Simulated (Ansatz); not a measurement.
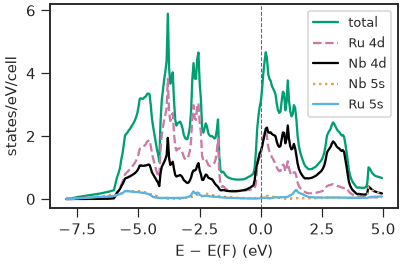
Total and projected density of states of NbRu (CsCl type, Pm-3m), DFT-PBEsol in the program Ansatz with PAW potentials

### Question
Which orbitals carry the states next to the Fermi level?

### Answer
Within 0.5 eV of the Fermi level: Nb 4d 52 %, Ru 4d 43 %. Projections are on Löwdin-orthogonalised atomic valence shells; empty p or d shells of many metals are not among them.

### Question
Where is the tallest occupied peak in this window, and what makes it?

### Answer
Near -3.8 eV, about 5.9 states/eV per cell; the largest projected share is Ru 4d.

The first step of the workflow began from a Materials Project structure, measured or hypothetical; the Crystallography Open Database files this formula in space group No. 221, but the cells were not matched. Its standing as an ambient phase is unchecked. The cell was relaxed with PBEsol under the symmetry of its start. At this level the phase is mechanically unstable. No spin polarisation was allowed. Scalar-relativistic: spin–orbit coupling is off unless named, which matters more the heavier the elements.

Potentials: the later of the program's two PAW sets.
